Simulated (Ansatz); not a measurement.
# CHBS2: one molecule under many settings

How do the results and run time of CHBS2 respond when the settings are drawn wide?

The runs use Ansatz 0.2.0, Gaussian basis; the settings change from run to run.

## (1) The geometry

An earlier PBE0-D4 in a triple-zeta def2 set relaxation fixed the geometry.

SMILES `S=C1BS1`, 5 atoms, charge 0, spin multiplicity 1.

Atoms are counted from 1 here; the program's logs count them from 0.

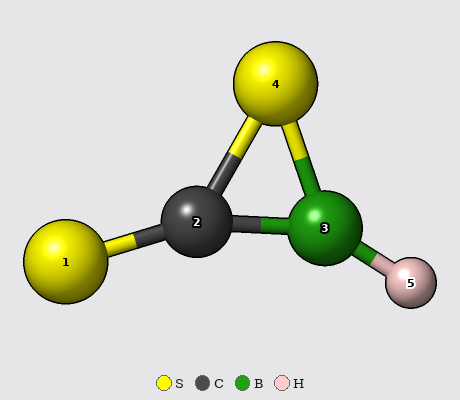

The structure; sulfur yellow, carbon dark grey, boron green, hydrogen pink; atoms are numbered from 1 in the order of the file.

## (2) PBEsol/STO-3G

Set apart from the defaults: charge +1, multiplicity 2, restricted open-shell orbitals, D3(BJ) with three-body dispersion, high accuracy.

in.yaml reads:

```yaml
crystal:
  periodic: [false, false, false]
  atoms:
    - {symbol: S, position_ang: [-0.641066, -1.709026, 1.332439]}
    - {symbol: C, position_ang: [-0.262434, -0.520636, 0.348548]}
    - {symbol: B, position_ang: [0.522069, 0.562878, -0.303611]}
    - {symbol: S, position_ang: [-1.077046, 0.388851, -1.020102]}
    - {symbol: H, position_ang: [1.508377, 1.204334, -0.398773]}
basis:
  gaussian: {orbitals: STO-3G}
total_charge: 1
magnetization: {spin_polarized: false, initial_magnetization: 1}
hamiltonian: {xc: {name: PBEsol}, dispersion: d3bjatm}
accuracy: high
output: {forces: true}
```

On the command line:

```bash
ansatz run in.yaml --threads 2 --pin off --events-out ev --progress --plain --max-ram 4352MiB
```

The program printed:

```text
Functional definition: PBEsol
  name "PBEsol"
  cite "Perdew et al., Phys. Rev. Lett. 100, 136406 (2008) doi:10.1103/PhysRevLett.100.136406"
  cite "Perdew, Burke & Ernzerhof, Phys. Rev. Lett. 77, 3865 (1996) doi:10.1103/PhysRevLett.77.3865"
  parent pbesol
  exchange = pbesol_x
  correlation = pbesol_c
558 factors; integrals over basis functions are off by at most 1.8e-8 eV
mean field evaluation 1: about -23076.0290 eV, gradient 2.7e1 eV
mean field evaluation 2: about -23075.9491 eV, gradient 2.7e1 eV
mean field evaluation 4: about -23077.8023 eV, gradient 1.0e1 eV
mean field evaluation 8: about -23078.2315 eV, gradient 1.3e-1 eV
mean field evaluation 16: about -23078.2313 eV, gradient 3.1e-6 eV
mean field evaluation 32: about -23076.0986 eV, gradient 8.6e0 eV
mean field -23078.23131246 eV, -848.1093577459 hartree, gradient 4.0e-8 eV, S^2 0.750000; 4 other end points of the search recorded, 0 dependent functions left out
the calculation of the forces begins
reference -23078.23131416 eV, -848.1093578085 hartree; 22, 21 occupied and 7, 8 virtual orbitals, 558 factors
Total energy: -23078.28705227 eV, -848.1114061460 hartree
Atom 0 at    -0.641066    -1.709026     1.332439 Å, force    -0.139792    -1.102312     1.030482 eV/Å
Atom 1 at    -0.262434    -0.520636     0.348548 Å, force    -0.870992     0.308461    -0.795731 eV/Å
Atom 2 at     0.522069     0.562878    -0.303611 Å, force     1.021363     1.217525    -0.654872 eV/Å
Atom 3 at    -1.077046     0.388851    -1.020102 Å, force     0.022220    -0.237540     0.251242 eV/Å
Atom 4 at     1.508377     1.204334    -0.398773 Å, force    -0.032799    -0.186133     0.168879 eV/Å
Dipole moment:    -0.021688    -0.017349     0.005354 e Å
```

Run time: 3.1 s. Hardware: 2 threads of Arm Neoverse V1, shared host.

Largest force 1.719 eV/Å.

## (3) RPBE/def2-SVPD

This run has charge +1, multiplicity 2, restricted open-shell orbitals, D3(BJ) dispersion.

Edit in.yaml of step 2 so:

```diff
@@ -9,7 +9,6 @@
 basis:
-  gaussian: {orbitals: STO-3G}
+  gaussian: {orbitals: def2-SVPD}
 total_charge: 1
 magnetization: {spin_polarized: false, initial_magnetization: 1}
-hamiltonian: {xc: {name: PBEsol}, dispersion: d3bjatm}
-accuracy: high
+hamiltonian: {xc: {name: RPBE}, dispersion: d3bj}
 output: {forces: true}
```

Same command.

The program printed, cut to the lines that bear on the results:

```text
Functional definition: RPBE
  name "RPBE"
  cite "Hammer, Hansen & Nørskov, Phys. Rev. B 59, 7413 (1999) doi:10.1103/PhysRevB.59.7413"
  cite "Perdew, Burke & Ernzerhof, Phys. Rev. Lett. 77, 3865 (1996) doi:10.1103/PhysRevLett.77.3865"
[...]
932 factors; their error is unknown
[...]
mean field -23381.41014816 eV, -859.2509744558 hartree, gradient 4.1e-5 eV, S^2 0.750000; 5 other end points of the search recorded, 0 dependent functions left out
[...]
reference -23381.41022261 eV, -859.2509771919 hartree; 22, 21 occupied and 80, 81 virtual orbitals, 932 factors
Total energy: -23382.31869416 eV, -859.2843629055 hartree
Atom 0 at    -0.641066    -1.709026     1.332439 Å, force    -0.034814    -0.226018     0.207861 eV/Å
Atom 1 at    -0.262434    -0.520636     0.348548 Å, force    -1.057188    -0.394168    -0.193013 eV/Å
Atom 2 at     0.522069     0.562878    -0.303611 Å, force     0.770464     1.033947    -0.610150 eV/Å
Atom 3 at    -1.077046     0.388851    -1.020102 Å, force    -0.025911    -0.498151     0.486463 eV/Å
Atom 4 at     1.508377     1.204334    -0.398773 Å, force     0.347450     0.084391     0.108839 eV/Å
Dipole moment:     0.103565     0.070739    -0.013395 e Å
```

Wall time 6 s (2 threads of Arm Neoverse V1, shared host).

Largest force 1.427 eV/Å.

## (4) PBEsol/6-31G

Options: atoms shaken by 0.08 Å, a grid of angular degree 23, D3(BJ) with three-body dispersion.

in.yaml reads:

```yaml
crystal:
  periodic: [false, false, false]
  atoms:
    - {symbol: S, position_ang: [-0.734128, -1.671641, 1.385288]}
    - {symbol: C, position_ang: [-0.397438, -0.407053, 0.310503]}
    - {symbol: B, position_ang: [0.658607, 0.547288, -0.482731]}
    - {symbol: S, position_ang: [-1.085505, 0.479102, -0.999358]}
    - {symbol: H, position_ang: [1.497126, 1.219834, -0.602522]}
basis:
  gaussian: {orbitals: 6-31G, final_grid: {core_spheres: 8, valence_spheres: 7, degree: 23}}
hamiltonian: {xc: {name: PBEsol}, dispersion: d3bjatm}
output: {forces: true}
```

Launched as before.

The program printed, cut to the lines that bear on the results:

```text
Functional definition: PBEsol
  name "PBEsol"
  cite "Perdew et al., Phys. Rev. Lett. 100, 136406 (2008) doi:10.1103/PhysRevLett.100.136406"
  cite "Perdew, Burke & Ernzerhof, Phys. Rev. Lett. 77, 3865 (1996) doi:10.1103/PhysRevLett.77.3865"
  parent pbesol
[...]
565 factors; integrals over basis functions are off by at most 1.8e-4 eV
[...]
mean field -23341.72406922 eV, -857.7925379552 hartree, gradient 2.4e-5 eV, S^2 0.000000; 1 other end points of the search recorded, 0 dependent functions left out
[...]
reference -23341.72409143 eV, -857.7925387712 hartree; 22, 22 occupied and 24, 24 virtual orbitals, 565 factors
Total energy: -23341.77946783 eV, -857.7945738164 hartree
Atom 0 at    -0.734128    -1.671641     1.385288 Å, force     0.028691     1.001995    -0.629770 eV/Å
Atom 1 at    -0.397438    -0.407053     0.310503 Å, force     3.516288    -1.422030     1.643482 eV/Å
Atom 2 at     0.658607     0.547288    -0.482731 Å, force    -4.289272    -3.186363     2.418163 eV/Å
Atom 3 at    -1.085505     0.479102    -0.999358 Å, force    -2.286213     1.686500    -2.864175 eV/Å
Atom 4 at     1.497126     1.219834    -0.602522 Å, force     3.030505     1.919898    -0.567700 eV/Å
Dipole moment:     0.213706     0.424322    -0.426015 e Å
```

Run time: 0.65 s. Hardware: 2 threads of Arm Neoverse V1, shared host.

Largest force 5.865 eV/Å, dipole 3.07 D.

## (5) rPW86-PBE/cc-pVDZ

Options: atoms shaken by 0.08 Å, density fitting with cc-pVTZ-jkfit, D4 dispersion.

in.yaml reads:

```yaml
crystal:
  periodic: [false, false, false]
  atoms:
    - {symbol: S, position_ang: [-0.637519, -1.747482, 1.372282]}
    - {symbol: C, position_ang: [-0.201246, -0.610122, 0.343202]}
    - {symbol: B, position_ang: [0.508139, 0.592806, -0.307555]}
    - {symbol: S, position_ang: [-1.001269, 0.405714, -0.878882]}
    - {symbol: H, position_ang: [1.455283, 1.296500, -0.396888]}
basis:
  gaussian: {orbitals: cc-pVDZ, fitting: {mean_field: cc-pVTZ-jkfit}}
hamiltonian: {xc: {name: rPW86-PBE}, dispersion: d4}
output: {forces: true}
```

Launched as before.

The program printed, cut to the lines that bear on the results:

```text
Functional definition: rPW86-PBE
  name "rPW86-PBE"
  cite "Murray, Lee & Langreth, J. Chem. Theory Comput. 5, 2754 (2009) doi:10.1021/ct900365q"
  cite "Perdew, Burke & Ernzerhof, Phys. Rev. Lett. 77, 3865 (1996) doi:10.1103/PhysRevLett.77.3865"
  parent pbe
[...]
430 factors; integrals over basis functions are off by at most 4.8e-2 eV
[...]
mean field -23422.52210298 eV, -860.7618109290 hartree, gradient 4.6e-5 eV, S^2 0.000000; 0 other end points of the search recorded, 0 dependent functions left out
[...]
reference -23422.52218631 eV, -860.7618139912 hartree; 22, 22 occupied and 47, 47 virtual orbitals, 430 factors
Total energy: -23422.68637359 eV, -860.7678477623 hartree
Atom 0 at    -0.637519    -1.747482     1.372282 Å, force    -0.211445    -1.043699     0.667272 eV/Å
Atom 1 at    -0.201246    -0.610122     0.343202 Å, force     1.501374     1.099305     0.263535 eV/Å
Atom 2 at     0.508139     0.592806    -0.307555 Å, force     4.311052    -0.528288     2.270987 eV/Å
Atom 3 at    -1.001269     0.405714    -0.878882 Å, force    -5.855993     0.366258    -3.227580 eV/Å
Atom 4 at     1.455283     1.296500    -0.396888 Å, force     0.255011     0.106424     0.025785 eV/Å
Dipole moment:     0.008708     0.278616    -0.250437 e Å
```

Wall time 1.9 s (2 threads of Arm Neoverse V1, shared host).

Largest force 6.697 eV/Å, dipole 1.80 D.

## (6) CAM-B3LYP/pcseg-2

Options: finite nuclei, D3(BJ) dispersion.

in.yaml reads:

```yaml
crystal:
  periodic: [false, false, false]
  atoms:
    - {symbol: S, position_ang: [-0.641066, -1.709026, 1.332439]}
    - {symbol: C, position_ang: [-0.262434, -0.520636, 0.348548]}
    - {symbol: B, position_ang: [0.522069, 0.562878, -0.303611]}
    - {symbol: S, position_ang: [-1.077046, 0.388851, -1.020102]}
    - {symbol: H, position_ang: [1.508377, 1.204334, -0.398773]}
basis:
  gaussian: {orbitals: pcseg-2, nuclear_model: gaussian}
hamiltonian: {xc: {name: CAM-B3LYP}, dispersion: d3bj}
output: {forces: true}
```

Same command.

The program printed, cut to the lines that bear on the results:

```text
Functional definition: CAM-B3LYP
  name "CAM-B3LYP"
  cite "Yanai, Tew & Handy, Chem. Phys. Lett. 393, 51 (2004) doi:10.1016/j.cplett.2004.06.011"
  cite "Iikura, Tsuneda, Yanai & Hirao, J. Chem. Phys. 115, 3540 (2001) doi:10.1063/1.1383587"
  cite "Becke, Phys. Rev. A 38, 3098 (1988) doi:10.1103/PhysRevA.38.3098"
  cite "Lee, Yang & Parr, Phys. Rev. B 37, 785 (1988) doi:10.1103/PhysRevB.37.785"
  cite "Vosko, Wilk & Nusair, Can. J. Phys. 58, 1200 (1980) doi:10.1139/p80-159"
[...]
  # Exact exchange under (alpha + beta erf(omega r))/r, Becke's under what is left of 1/r.
[...]
900 factors; their error is unknown
194 factors; integrals over basis functions are off by at most 8.8e-5 eV
[...]
mean field -23400.32513595 eV, -859.9460874362 hartree, gradient 2.9e-5 eV, S^2 0.000000; 0 other end points of the search recorded, 0 dependent functions left out
[...]
reference -23400.32525399 eV, -859.9460917741 hartree; 22, 22 occupied and 120, 120 virtual orbitals, 900 factors
Total energy: -23400.44384475 eV, -859.9504499041 hartree
Atom 0 at    -0.641066    -1.709026     1.332439 Å, force     0.034888     0.070036    -0.050974 eV/Å
Atom 1 at    -0.262434    -0.520636     0.348548 Å, force    -0.027792     0.053495    -0.069284 eV/Å
Atom 2 at     0.522069     0.562878    -0.303611 Å, force    -0.027203     0.003092    -0.018274 eV/Å
Atom 3 at    -1.077046     0.388851    -1.020102 Å, force     0.147695    -0.035438     0.117972 eV/Å
Atom 4 at     1.508377     1.204334    -0.398773 Å, force    -0.127589    -0.091184     0.020561 eV/Å
Dipole moment:     0.125796     0.289858    -0.221333 e Å
```

Run time: 2.9 s. Hardware: 2 threads of Arm Neoverse V1, shared host.

Largest force 0.192 eV/Å, dipole 1.85 D.

## (7) PBE0-DH/cc-pVTZ-DK

This run has multiplicity 3, atoms shaken by 0.15 Å.

in.yaml reads:

```yaml
crystal:
  periodic: [false, false, false]
  atoms:
    - {symbol: S, position_ang: [-0.586591, -1.862611, 1.311139]}
    - {symbol: C, position_ang: [-0.141097, -0.209384, 0.564300]}
    - {symbol: B, position_ang: [0.730430, 0.604764, -0.190788]}
    - {symbol: S, position_ang: [-1.240239, 0.521368, -0.903536]}
    - {symbol: H, position_ang: [1.552259, 1.483460, -0.420763]}
basis:
  gaussian: {orbitals: cc-pVTZ-DK}
magnetization: {spin_polarized: true, initial_magnetization: 2}
hamiltonian: {xc: {name: PBE0-DH}}
```

Same command.

The program printed, cut to the lines that bear on the results:

```text
Functional definition: PBE0-DH
  name "PBE0-DH"
  cite "Brémond & Adamo, J. Chem. Phys. 135, 024106 (2011) doi:10.1063/1.3604569"
  cite "Perdew, Burke & Ernzerhof, Phys. Rev. Lett. 77, 3865 (1996) doi:10.1103/PhysRevLett.77.3865"
[...]
827 factors; integrals over basis functions are off by at most 1.4e-3 eV
[...]
mean field -23444.55150298 eV, -861.5713764469 hartree, gradient 9.5e-6 eV, S^2 2.026546; 2 other end points of the search recorded, 0 dependent functions left out
12 core orbitals not correlated: weight in the atoms' cores, before any rotation towards them, 1.000 or more for the frozen orbitals, at most 0.000 for the correlated occupied ones
reference -23444.55152040 eV, -861.5713770871 hartree; 11, 9 occupied and 119, 121 virtual orbitals, 827 factors
second order -19.62500898 eV of doubles, -0.00000000 eV of singles
Total energy: -23447.00464653 eV, -861.6615278093 hartree
Relativity: scalar
```

Wall time 13 s (2 threads of Arm Neoverse V1, shared host).

⟨S²⟩ 2.027.

## (8) wB97X/6-31G

Options: density fitting with cc-pVTZ-jkfit, high accuracy, the search for lower states set to full.

in.yaml reads:

```yaml
crystal:
  periodic: [false, false, false]
  atoms:
    - {symbol: S, position_ang: [-0.641066, -1.709026, 1.332439]}
    - {symbol: C, position_ang: [-0.262434, -0.520636, 0.348548]}
    - {symbol: B, position_ang: [0.522069, 0.562878, -0.303611]}
    - {symbol: S, position_ang: [-1.077046, 0.388851, -1.020102]}
    - {symbol: H, position_ang: [1.508377, 1.204334, -0.398773]}
basis:
  gaussian: {orbitals: 6-31G, fitting: {mean_field: cc-pVTZ-jkfit}}
hamiltonian: {xc: {name: wB97X}}
accuracy: high
scf: {lower_state_search: full}
```

Launched as before.

The program printed, cut to the lines that bear on the results:

```text
Functional definition: wB97X
  name "wB97X"
  cite "Chai & Head-Gordon, J. Chem. Phys. 128, 084106 (2008) doi:10.1063/1.2834918"
  cite "Becke, J. Chem. Phys. 107, 8554 (1997) doi:10.1063/1.475007"
[...]
  # The coefficients of nought are those of the uniform gas.
[...]
      + exact_x_lr(omega)
[...]
      + integral(e_c_pw_opposite_spin*poly(b97_u_opposite, 1, cos1, cos2, cos3, cos4))
430 factors; integrals over basis functions are off by at most 2.8e-3 eV
430 factors; integrals over basis functions are off by at most 9.3e-8 eV
[...]
mean field -23394.95456273 eV, -859.7487225105 hartree, gradient 4.2e-8 eV, S^2 0.000000; 0 other end points of the search recorded, 0 dependent functions left out
reference -23394.95456055 eV, -859.7487224305 hartree; 22, 22 occupied and 24, 24 virtual orbitals, 430 factors
Total energy: -23394.95456055 eV, -859.7487224305 hartree
```

It took 6 s on 2 threads of Arm Neoverse V1, shared host.

## (9) wPBEh/def2-SVP

This run has high accuracy, the search for lower states set to light.

Edit in.yaml of step 8 so:

```diff
@@ -9,5 +9,5 @@
 basis:
-  gaussian: {orbitals: 6-31G, fitting: {mean_field: cc-pVTZ-jkfit}}
-hamiltonian: {xc: {name: wB97X}}
+  gaussian: {orbitals: def2-SVP}
+hamiltonian: {xc: {name: wPBEh}}
 accuracy: high
-scf: {lower_state_search: full}
+scf: {lower_state_search: light}
```

The command is unchanged.

The program printed, cut to the lines that bear on the results:

```text
Functional definition: wPBEh
  name "wPBEh"
  cite "Heyd, Scuseria & Ernzerhof, J. Chem. Phys. 118, 8207 (2003) doi:10.1063/1.1564060"
  cite "Krukau, Vydrov, Izmaylov & Scuseria, J. Chem. Phys. 125, 224106 (2006) doi:10.1063/1.2404663"
  cite "Heyd & Scuseria, J. Chem. Phys. 120, 7274 (2004) doi:10.1063/1.1668634"
  cite "Ernzerhof & Perdew, J. Chem. Phys. 109, 3313 (1998) doi:10.1063/1.476928"
  cite "Perdew, Burke & Ernzerhof, Phys. Rev. Lett. 77, 3865 (1996) doi:10.1103/PhysRevLett.77.3865"
  parent pbe
[...]
1434 factors; integrals over basis functions are off by at most 3.8e-9 eV
83 factors; integrals over basis functions are off by at most 2.6e-9 eV
[...]
mean field -23382.61960319 eV, -859.2954211083 hartree, gradient 3.6e-8 eV, S^2 0.000000; 0 other end points of the search recorded, 0 dependent functions left out
reference -23382.61960577 eV, -859.2954212033 hartree; 22, 22 occupied and 47, 47 virtual orbitals, 1434 factors
Total energy: -23382.61960577 eV, -859.2954212033 hartree
```

Wall time 2.6 s (2 threads of Arm Neoverse V1, shared host).

## (10) SVWN5/x2c-TZVPPall

This run has density fitting with cc-pVTZ-jkfit, finite nuclei, high accuracy.

Edit in.yaml of step 9 so:

```diff
@@ -9,5 +9,4 @@
 basis:
-  gaussian: {orbitals: def2-SVP}
-hamiltonian: {xc: {name: wPBEh}}
+  gaussian: {orbitals: x2c-TZVPPall, fitting: {mean_field: cc-pVTZ-jkfit}, nuclear_model: gaussian}
+hamiltonian: {xc: {name: SVWN5}}
 accuracy: high
-scf: {lower_state_search: light}
```

The command is unchanged.

The program printed:

```text
Functional definition: SVWN5
  name "SVWN5"
  cite "Dirac, Proc. Camb. Phil. Soc. 26, 376 (1930) doi:10.1017/S0305004100016108"
  cite "Slater, Phys. Rev. 81, 385 (1951) doi:10.1103/PhysRev.81.385"
  cite "Vosko, Wilk & Nusair, Can. J. Phys. 58, 1200 (1980) doi:10.1139/p80-159"
  exchange = slater_x
  correlation = vwn5_c
430 factors; integrals over basis functions are off by at most 1.3e0 eV
mean field evaluation 1: about -23357.1036 eV, gradient 6.9e1 eV
mean field evaluation 2: about -23303.7621 eV, gradient 1.4e2 eV
mean field evaluation 4: about -23368.3208 eV, gradient 1.2e1 eV
mean field evaluation 8: about -23368.7365 eV, gradient 1.4e-1 eV
mean field evaluation 16: about -23368.7372 eV, gradient 2.2e-5 eV
mean field evaluation 32: about -23366.6009 eV, gradient 6.1e0 eV
mean field -23368.73718823 eV, -858.7852517684 hartree, gradient 7.8e-8 eV, S^2 0.000000; 3 other end points of the search recorded, 0 dependent functions left out
reference -23368.73719121 eV, -858.7852518781 hartree; 22, 22 occupied and 138, 138 virtual orbitals, 430 factors
Total energy: -23368.73719121 eV, -858.7852518781 hartree
Relativity: scalar
```

Run time: 2.8 s. Hardware: 2 threads of Arm Neoverse V1, shared host.

## (11) All runs side by side

| level | charge | multiplicity | geometry | functions | energy (eV) | time |
| --- | --- | --- | --- | --- | --- | --- |
| PBEsol/STO-3G | 1 | 2 | relaxed | 29 | -23078.287 | 3.1 s |
| RPBE/def2-SVPD | 1 | 2 | relaxed | 102 | -23382.319 | 6 s |
| PBEsol/6-31G | 0 | 1 | shaken | 46 | -23341.779 | 0.65 s |
| rPW86-PBE/cc-pVDZ | 0 | 1 | shaken | 69 | -23422.686 | 1.9 s |
| CAM-B3LYP/pcseg-2 | 0 | 1 | relaxed | 142 | -23400.444 | 2.9 s |
| PBE0-DH/cc-pVTZ-DK | 0 | 3 | shaken | 142 | -23447.005 | 13 s |
| wB97X/6-31G | 0 | 1 | relaxed | 46 | -23394.955 | 6 s |
| wPBEh/def2-SVP | 0 | 1 | relaxed | 69 | -23382.620 | 2.6 s |
| SVWN5/x2c-TZVPPall | 0 | 1 | relaxed | 160 | -23368.737 | 2.8 s |

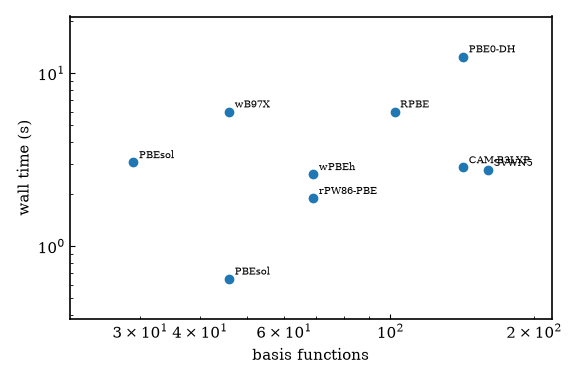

Wall time against the number of basis functions (shared host).

## (12) What came out

| quantity | value |
| --- | --- |
| runs | 9 |
| quickest | PBEsol/6-31G, 0.65 s |
| slowest | PBE0-DH/cc-pVTZ-DK, 13 s |
| spread of total energies, same state and geometry | 31.7 eV |

PBE0-DH/cc-pVTZ-DK took 19 times as long as PBEsol/6-31G. The jobs differ in tasks and options as well as level. Total energies at one charge and spin differ by 32 eV between levels, so only differences within one level mean anything. Some of these runs are scalar-relativistic and others not, which shifts the totals of all-electron atoms past neon by eV; core potentials, where a basis has them, take the core out of the total altogether. At the PBE0-D4/def2-TZVP geometry and in the same state, runs without warnings or point charges leave forces up to 0.19 eV/Å (CAM-B3LYP/pcseg-2), against 6.7 eV/Å where the atoms were moved.
